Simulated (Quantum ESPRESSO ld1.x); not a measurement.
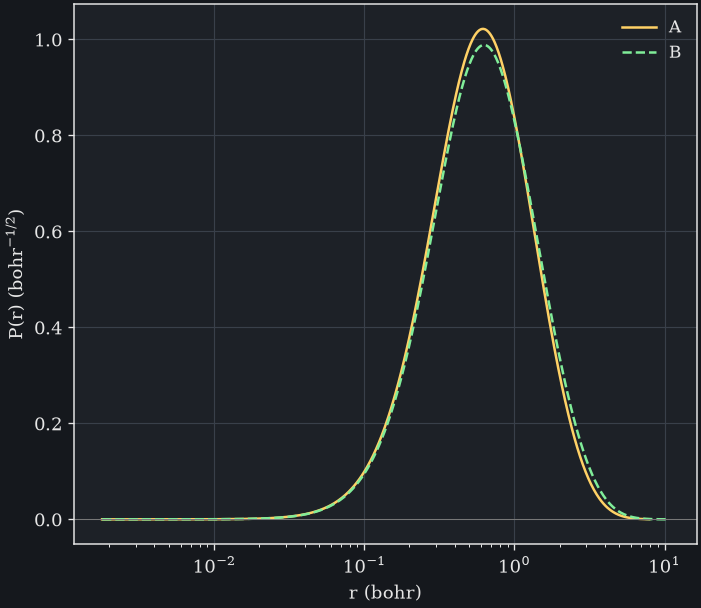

The nickel ion Ni⁺ was computed in two configurations: [Ar] 3d7 4s2; [Ar] 3d8 4p1. Computed with Quantum ESPRESSO ld1.x 7.5: scalar-relativistic Kohn-Sham, LDA (Slater exchange, Perdew-Zunger correlation), spin-unpolarised, spherical densities, point nucleus.

The plot shows P(r) = r R(r) of the 3d orbital in both runs (large components where relativistic).

Question: Assign A and B.

Answer: A is [Ar] 3d7 4s2 (⟨r⟩ = 0.926 bohr, eigenvalue −24.3 eV); B is [Ar] 3d8 4p1 (⟨r⟩ = 0.984 bohr, eigenvalue −19.8 eV). The orbital is smaller where the other electrons screen the nucleus less.
